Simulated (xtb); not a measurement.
Geometry relaxation, with input and output: BSiH5O (part 4 of 4)

BSiH5O, SMILES OB[SiH3]; GFN1-xTB (xtb 6.7.1). The geometry comes from this level: GFN2-xTB.

Geometry of the input (Å):
```
O  -1.5421  0.4682  -0.7360
B  -0.2224  0.6010  -0.5974
Si 0.6566  -0.6116  0.6862
H  -2.0076  1.0425  -1.3475
H  0.3528  1.4274  -1.2311
H  0.1877  -0.4405  2.0706
H  2.1172  -0.4482  0.7639
H  0.4578  -2.0388  0.3913
```

Trajectory as extended XYZ, continued:
```
8
Properties=species:S:1:pos:R:3 step=7 energy=-290.37384
O    -1.2984    0.2846   -0.5599
B     0.0238    0.7497   -0.6706
Si    0.6771   -0.5605    0.6422
H    -2.0124    0.7008   -1.0799
H     0.2311    1.6719   -1.4129
H     0.0238   -0.2921    1.9216
H     2.1203   -0.6669    0.9368
H     0.2347   -1.8876    0.2229
8
Properties=species:S:1:pos:R:3 step=8 energy=-290.39049
O    -1.2437    0.2718   -0.5279
B     0.0480    0.7582   -0.6868
Si    0.6586   -0.5539    0.6285
H    -1.9803    0.6558   -1.0192
H     0.2077    1.6693   -1.4225
H    -0.0007   -0.2567    1.8937
H     2.0850   -0.6805    0.9490
H     0.2254   -1.8639    0.1853
8
Properties=species:S:1:pos:R:3 step=9 energy=-290.39444
O    -1.1807    0.2458   -0.4880
B     0.0939    0.7913   -0.7067
Si    0.6564   -0.5420    0.6148
H    -1.9678    0.5867   -0.9468
H     0.1727    1.7097   -1.4741
H    -0.0377   -0.2345    1.8561
H     2.0698   -0.7223    0.9884
H     0.1933   -1.8347    0.1563
8
Properties=species:S:1:pos:R:3 step=10 energy=-290.40086
O    -1.2246    0.2791   -0.5178
B     0.0601    0.7793   -0.6964
Si    0.6667   -0.5514    0.6286
H    -1.9815    0.6385   -0.9884
H     0.1853    1.6910   -1.4770
H    -0.0131   -0.2739    1.8788
H     2.0807   -0.7015    0.9799
H     0.2264   -1.8610    0.1923
8
Properties=species:S:1:pos:R:3 step=11 energy=-290.40522
O    -1.2201    0.2793   -0.5073
B     0.0638    0.7771   -0.6985
Si    0.6681   -0.5495    0.6270
H    -1.9877    0.6288   -0.9720
H     0.2005    1.6772   -1.4736
H    -0.0279   -0.2588    1.8699
H     2.0787   -0.6987    0.9820
H     0.2247   -1.8553    0.1725
8
Properties=species:S:1:pos:R:3 step=12 energy=-290.40765
O    -1.2089    0.2826   -0.4938
B     0.0723    0.7811   -0.7081
Si    0.6661   -0.5441    0.6215
H    -1.9944    0.6152   -0.9445
H     0.2051    1.6734   -1.4908
H    -0.0409   -0.2530    1.8562
H     2.0719   -0.7081    1.0002
H     0.2287   -1.8471    0.1593
8
Properties=species:S:1:pos:R:3 step=13 energy=-290.40925
O    -1.1979    0.2894   -0.4801
B     0.0823    0.7824   -0.7157
Si    0.6655   -0.5411    0.6206
H    -1.9998    0.6038   -0.9133
H     0.2132    1.6663   -1.5149
H    -0.0581   -0.2523    1.8454
H     2.0639   -0.7062    1.0133
H     0.2309   -1.8423    0.1449
8
Properties=species:S:1:pos:R:3 step=14 energy=-290.40980
O    -1.2024    0.2956   -0.4818
B     0.0803    0.7801   -0.7173
Si    0.6640   -0.5409    0.6203
H    -2.0039    0.6087   -0.9111
H     0.2186    1.6618   -1.5189
H    -0.0580   -0.2571    1.8458
H     2.0634   -0.7037    1.0152
H     0.2380   -1.8446    0.1476
8
Properties=species:S:1:pos:R:3 step=15 energy=-290.40997
O    -1.2023    0.2985   -0.4822
B     0.0822    0.7799   -0.7171
Si    0.6610   -0.5423    0.6206
H    -2.0054    0.6092   -0.9097
H     0.2223    1.6600   -1.5203
H    -0.0587   -0.2600    1.8478
H     2.0619   -0.6977    1.0117
H     0.2391   -1.8476    0.1492
8
Properties=species:S:1:pos:R:3 step=16 energy=-290.41002
O    -1.2009    0.2976   -0.4823
B     0.0838    0.7806   -0.7165
Si    0.6606   -0.5416    0.6203
H    -2.0045    0.6068   -0.9091
H     0.2207    1.6607   -1.5195
H    -0.0600   -0.2593    1.8480
H     2.0638   -0.6980    1.0109
H     0.2365   -1.8469    0.1483
8
Properties=species:S:1:pos:R:3 step=17 energy=-290.41003
O    -1.1999    0.2968   -0.4826
B     0.0843    0.7817   -0.7167
Si    0.6600   -0.5417    0.6205
H    -2.0044    0.6054   -0.9095
H     0.2202    1.6622   -1.5189
H    -0.0590   -0.2589    1.8485
H     2.0628   -0.6990    1.0104
H     0.2360   -1.8466    0.1484
```

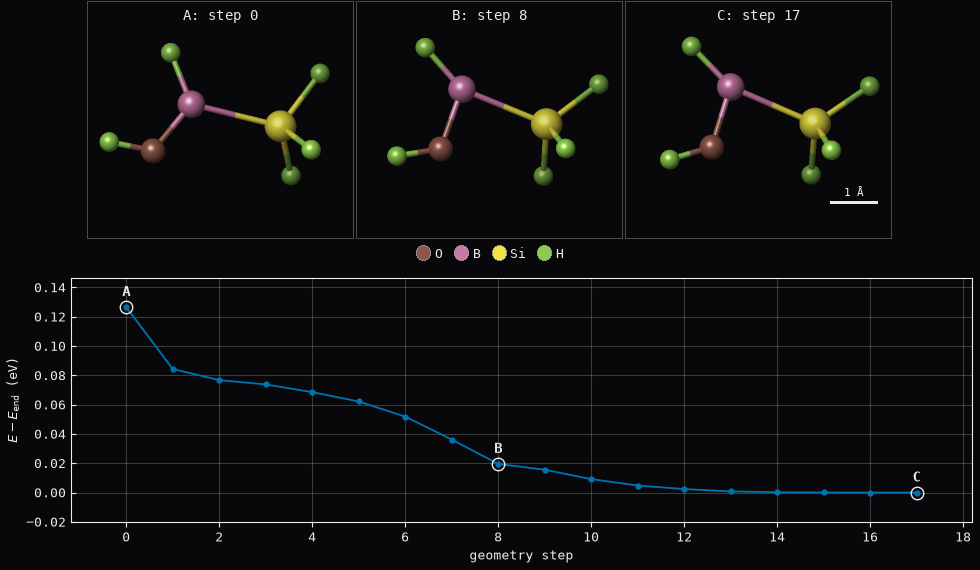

Figure 1. Frames of the relaxation (ball-and-stick view, seen at a tilt) above the curves, on which the letters mark them (steps are counted from 0).

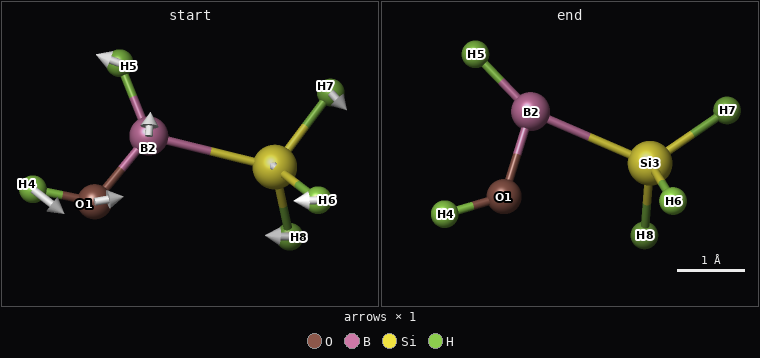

Figure 2. Before (left) and after (right) the relaxation, at one scale (ball-and-stick view, seen at a tilt). The white arrows give the displacements, at true length. Over 17 geometry steps the energy falls by 0.127 eV. H4 moves most after the best rigid fit: 0.61 Å. By element the largest moves are H 0.61 Å, O 0.46 Å, B 0.38 Å, Si 0.09 Å. Distances before and after: O1–B2 1.334 → 1.393 Å, Si3–H6 1.472 → 1.451 Å, B2–H5 1.190 → 1.199 Å, Si3–H7 1.472 → 1.464 Å. Among the angles that change: Si3–B2–H5 123.9° → 156.3°, O1–B2–Si3 116.6° → 85.5°, B2–Si3–H7 114.1° → 122.2°. (Atoms are counted from 1 in the order of the input.)

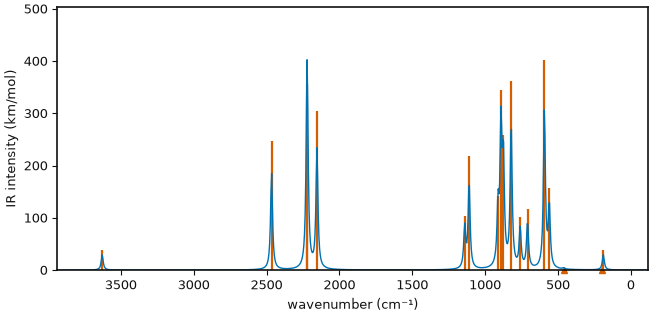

Figure 3. Harmonic infrared spectrum, unscaled: sticks (degenerate modes added up, dark ones marked on the axis) with a Lorentzian envelope of 16 cm⁻¹ full width, scaled to the tallest stick. 18 modes from 189 to 3628 cm⁻¹, none imaginary. The strongest line is at 593 cm⁻¹ (402 km/mol).

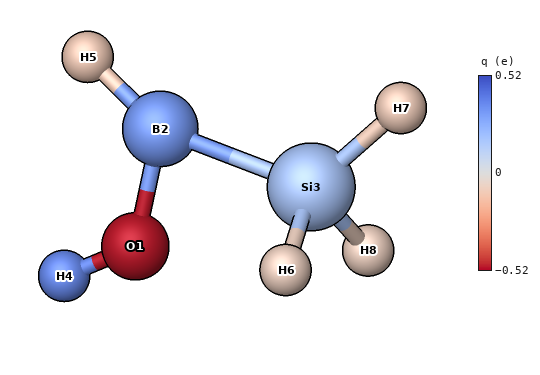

Figure 4. Mulliken charges, as the colour of each atom (ball-and-stick view, seen at a tilt; atoms are numbered from 1 in the order of the input). By element: O −0.50, B +0.31, Si +0.16 and H −0.10 to +0.36 e.

Key numbers:

| quantity | value |
| --- | --- |
| outcome | converged |
| electrons treated | 18 |
| total energy | −10.672372 hartree |
| dispersion energy | −0.001846 hartree |
| basis functions | 28 |
| HOMO | −11.22 eV |
| LUMO | −7.58 eV |
| zero-point energy | 0.049904 hartree |
| dipole moment | 3.69 D |
| wavenumbers, lowest and highest | 189 and 3628 cm⁻¹ |
| hardware | 1 thread of Intel Xeon (Granite Rapids), 64 GiB of memory available, shared host |
| peak memory | 0.077 GiB |
